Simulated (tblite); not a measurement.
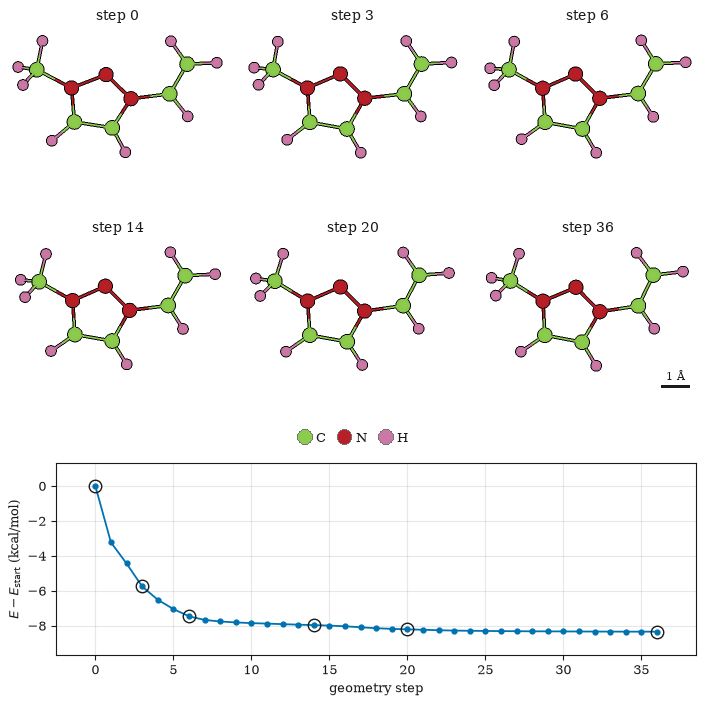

Frames of a relaxation of C5H8N3 (charge +1), marked on the history of the run. The picture is a ball-and-stick view, seen at a tilt.

Theory: GFN2-xTB geometry optimisation, gas phase in tblite. 

Describe the path.

Over 36 geometry steps the energy falls by 8.33 kcal/mol. The atom that moves furthest after the best rigid fit is an H atom (0.24 Å). Largest moves by element: H 0.24 Å, C 0.14 Å, N 0.07 Å. Near-neighbour distances that change, for instance: N–N 1.341 → 1.297 Å, C–H 1.107 → 1.079 Å, C–H 1.116 → 1.091 Å, C–N 1.454 → 1.432 Å. Among the angles between lasting bonds that change: C–C–H 116.6° → 124.0°, C–N–N 127.0° → 120.8°, N–C–H 118.9° → 113.4°. The run took 0.23 s on 1 thread of Arm Neoverse V1, on a shared host. From step 0 to 3: an H atom moves most (0.06 Å), energy −5.75 kcal/mol. From step 3 to 6: an H atom moves most (0.09 Å), energy −1.70 kcal/mol. From step 6 to 14: an H atom moves most (0.07 Å), energy −0.51 kcal/mol. From step 14 to 20: an H atom moves most (0.08 Å), energy −0.24 kcal/mol. From step 20 to 36: an H atom moves most (0.07 Å), energy −0.13 kcal/mol.
